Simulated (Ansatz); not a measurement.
# [BH4]− (SMILES [H][B-]([H])([H])[H]): wB97M-V/6-31G

Aim: the energy change on altering one bond length of [BH4]− at wB97M-V/6-31G, from 2 runs. 

Program for the calculation: Ansatz 0.2.0.

## Step 1: The molecule

[BH4]− has 5 atoms, charge -1, and is taken as a singlet. As SMILES, `[H][B-]([H])([H])[H]`. The shape is that of a GFN2-xTB optimisation.

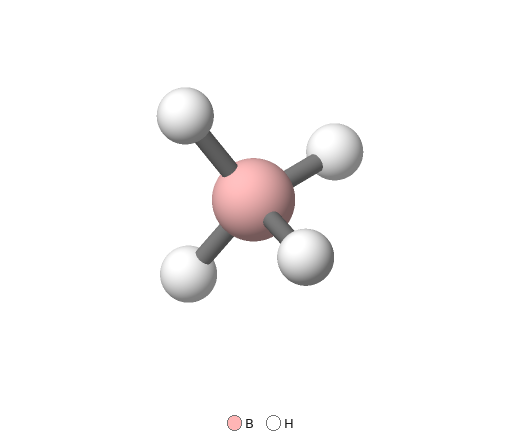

Viewed from a chosen angle; boron pink, hydrogen white.

## Step 2: The energy at wB97M-V/6-31G

Input file run.yaml:

```yaml
crystal:
  periodic: [false, false, false]
  atoms:
    - {symbol: B, position_ang: [0.000000, -0.000190, -0.000050]}
    - {symbol: H, position_ang: [0.011880, -0.020580, 1.229120]}
    - {symbol: H, position_ang: [1.154650, 0.011840, -0.420810]}
    - {symbol: H, position_ang: [-0.587600, 1.007810, -0.387560]}
    - {symbol: H, position_ang: [-0.578930, -0.998880, -0.420690]}
basis:
  gaussian:
    orbitals: 6-31G
total_charge: -1
magnetization:
  spin_polarized: false
  initial_magnetization: 0
hamiltonian:
  xc: {name: wB97M-V}
accuracy: high
```

Run with:

```bash
$ ansatz run run.yaml --threads 1 --pin off --max-ram 2610MiB --events-out events.jsonl --progress --plain --runs-dir runs
```

Standard output:

```text
Warning: RAYON_NUM_THREADS=1 ignored (pool sized by the plan → 1); use --threads N
Functional definition: wB97M-V
  name "wB97M-V"
  parameter omega = 0.3/bohr
  parameter cx = 0.15
  parameter cx01 = 1.007
  parameter cx10 = 0.259
  parameter css00 = 0.443
  parameter css04 = -1.437
  parameter css10 = -4.535
  parameter css20 = -3.390
  parameter css43 = 4.278
  parameter cos00 = 1.000
  parameter cos10 = 1.358
  parameter cos20 = 2.924
  parameter cos21 = -8.812
  parameter cos60 = -1.390
  parameter cos61 = 9.142
  parameter b = 6.0
  parameter c = 0.01
  gx(w, u) = 1 - cx + cx01*u + cx10*w
  gss(w, u) = css00 + css04*u^4 + css10*w + css20*w^2 + css43*w^4*u^3
  gos(w, u) = cos00 + cos10*w + (cos20 + cos21*u)*w^2 + (cos60 + cos61*u)*w^6
  exchange = spin_sum(e_x_unif_sr(omega)*gx(b97_w, b97_u_x)) + cx*exact_x_sr(omega) + exact_x_lr(omega)
  correlation = spin_sum(e_c_pw_mod_same_spin*gss(b97_w, b97_u_same))
      + integral(e_c_pw_mod_opposite_spin*gos(b97_w_opposite, b97_u_opposite)) + vv10(b, c)
413 factors; integrals over basis functions are off by at most 2.7e-9 eV
171 factors; integrals over basis functions are off by at most 9.2e-10 eV
mean field evaluation 1: about -739.6828 eV, gradient 5.8e0 eV
mean field evaluation 2: about -739.8382 eV, gradient 1.4e0 eV
mean field evaluation 4: about -739.8488 eV, gradient 5.1e-2 eV
mean field evaluation 8: about -739.8417 eV, gradient 4.3e-4 eV
mean field -739.84173063 eV, -27.1886821179 hartree, gradient 3.6e-9 eV, S^2 0.000000; 0 other end points of the search recorded, 0 dependent functions left out
reference -739.84173313 eV, -27.1886822097 hartree; 5, 5 occupied and 12, 12 virtual orbitals, 413 factors
Total energy: -739.84173313 eV, -27.1886822097 hartree
```

It took 6.3 s on 1 thread of Arm Neoverse V2, shared host; peak memory 0.2 GiB.

## Step 3: The distorted shape, same level

Input file molecule.yaml:

```yaml
basis:
  gaussian: {orbitals: 6-31G}
crystal:
  periodic: [false, false, false]
  atoms:
    - {symbol: B, position_ang: [-0.288635, -0.003197, 0.105130]}
    - {symbol: H, position_ang: [-0.276755, -0.023587, 1.334300]}
    - {symbol: H, position_ang: [1.154650, 0.011840, -0.420810]}
    - {symbol: H, position_ang: [-0.876235, 1.004803, -0.282380]}
    - {symbol: H, position_ang: [-0.867565, -1.001887, -0.315510]}
total_charge: -1
hamiltonian: {xc: {name: wB97M-V}}
accuracy: high
```

Run with:

```bash
$ ansatz run molecule.yaml --threads 1 --pin off --max-ram 2610MiB --events-out events.jsonl --progress --plain --runs-dir runs
```

Standard output:

```text
Warning: RAYON_NUM_THREADS=1 ignored (pool sized by the plan → 1); use --threads N
[... 19 set-up lines as earlier in the session ...]
  gx(w, u) = 1 - cx + cx01*u + cx10*w
  gss(w, u) = css00 + css04*u^4 + css10*w + css20*w^2 + css43*w^4*u^3
  gos(w, u) = cos00 + cos10*w + (cos20 + cos21*u)*w^2 + (cos60 + cos61*u)*w^6
[... 2 set-up lines as earlier in the session ...]
      + integral(e_c_pw_mod_opposite_spin*gos(b97_w_opposite, b97_u_opposite)) + vv10(b, c)
414 factors; integrals over basis functions are off by at most 2.4e-9 eV
172 factors; integrals over basis functions are off by at most 1.6e-9 eV
mean field evaluation 1: about -739.1057 eV, gradient 7.0e0 eV
mean field evaluation 2: about -739.3311 eV, gradient 2.6e0 eV
mean field evaluation 4: about -739.3597 eV, gradient 6.5e-2 eV
mean field evaluation 8: about -739.3480 eV, gradient 1.6e-3 eV
mean field evaluation 16: about -739.3480 eV, gradient 8.0e-9 eV
mean field -739.34798134 eV, -27.1705371662 hartree, gradient 7.8e-9 eV, S^2 0.000000; 0 other end points of the search recorded, 0 dependent functions left out
reference -739.34798388 eV, -27.1705372596 hartree; 5, 5 occupied and 12, 12 virtual orbitals, 414 factors
Total energy: -739.34798388 eV, -27.1705372596 hartree
```

Run time: 6.9 s. Hardware: 1 thread of Arm Neoverse V2, shared host; peak memory 0.2 GiB.

## Step 4: What came out

Level: wB97M-V/6-31G.

| quantity | value |
| --- | --- |
| first shape: total energy | -27.18868 Eh |
| distorted shape: total energy | -27.17054 Eh |
| energy change with the B1–H3 bond stretched from 1.229 to 1.536 Å | 0.494 eV |

What this shows: With the B1–H3 bond stretched from 1.229 to 1.536 Å the energy rises by 0.49 eV (47.6 kJ/mol). The first shape isn't relaxed at this level, so the change isn't measured from a minimum.
